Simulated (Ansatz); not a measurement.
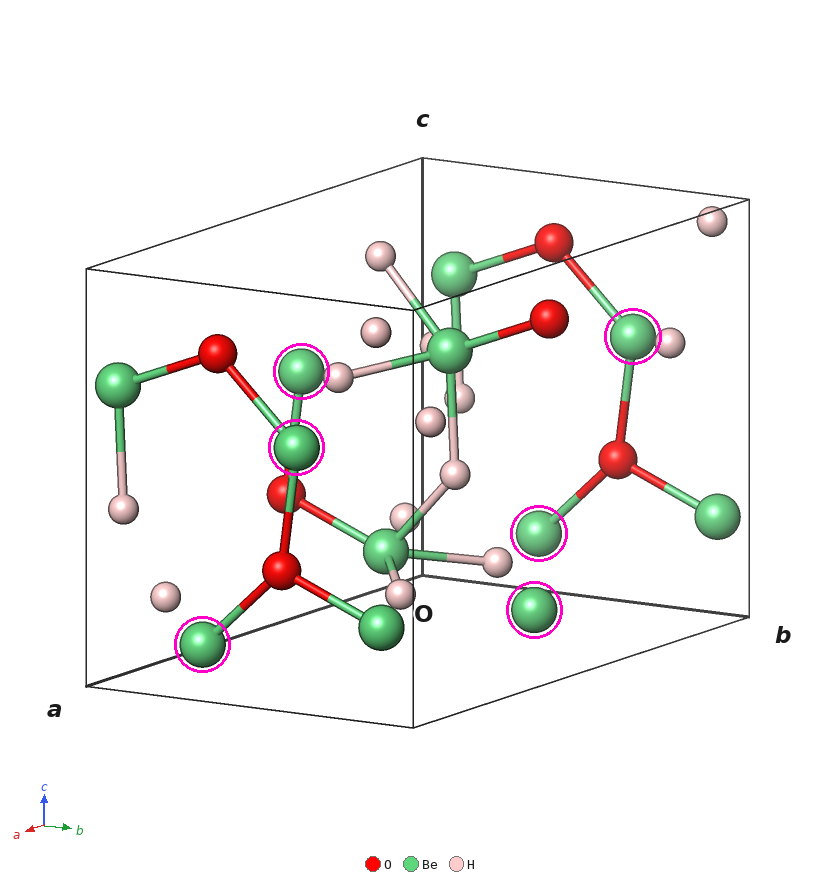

For Be2H3O, the end point of a relaxation with DFT, PAW plane waves, r2scan in Ansatz 0.2.0; the starting structure was generated, so it need not be a known form of this composition: one unit cell; the ringed atoms, with their copies on corners, edges and faces, form one crystallographic orbit. All values are computed from the atomic coordinates in the standard setting (tolerance 0.002 Å).

a = 7.766 Å, b = 4.690 Å, c = 5.198 Å, α = 90.00°, β = 90.00°, γ = 90.00°; space group Cmc2₁, No. 36.

Q: Which Wyckoff position do the ringed atoms fill?

A: Be on 4a, site symmetry m..: 8 operations a cell over 2 that keep the site give 4 atoms, with 2 free parameters.

Q: One of them lies at (1/2, 0.856, 0.136). List the coordinates of all.

A: (1/2, 0.856, 0.136); (1/2, 0.144, 0.636); (0, 0.356, 0.136); (0, 0.644, 0.636).
